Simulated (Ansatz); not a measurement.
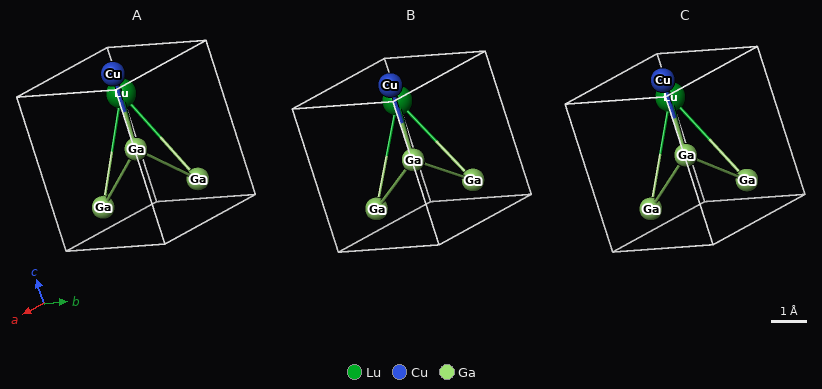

3 geometries from one relaxation of solid LuGa₃Cu (a generated structure, set up in I4mm), in shuffled order. The picture is a ball-and-stick view of the cell of the calculation, seen from a free direction.

The start is a swapped structure.

These are results of Ansatz 0.2.0, DFT, PAW plane waves, PBE, not measurements. Set-up: plane-wave cutoff 420 eV; k-point mesh 7 × 7 × 7; occupations fermi dirac; smearing width 0.1 eV; no spin polarisation; cell and atoms relaxed; force threshold 0.03 eV/Å; at most 40 steps.

Question: Order the frames from highest to lowest energy.

Answer: B, C, A. They are steps 0, 1, 8, at +42.6 meV per atom, +11.2 meV per atom relative to the last. The energy falls by 42.6 meV per atom in 6 accepted moves (8 points after the start). Largest force component: 1.3 eV/Å at the start, 0.013 eV/Å at the end. Pressure: 3.12 GPa at the start and 0.00 GPa at the end. At 2 points the geometry stayed and the basis and grid were re-selected for the new cell (energy shift of 0.2 meV per atom at most each time). A Ga atom moves most relative to the cell: 0.14 Å along [−1 −1 2]. Largest moves by element: Ga 0.14 Å, Lu 0.04 Å, Cu 0.01 Å. The volume changes by +2.4 %, with a = b 4.113 → 4.035 Å (−1.9 %), c 5.869 → 6.127 Å (+4.4 %), α 69.5° → 70.8°, β 69.5° → 70.8°. Near-neighbour distances that change, for instance: Ga–Ga 2.488 → 2.633 Å, Ga–Lu 3.291 → 3.415 Å, Ga–Lu 3.134 → 3.045 Å, Ga–Lu 3.259 → 3.343 Å. The space group stays I4mm (No. 107).
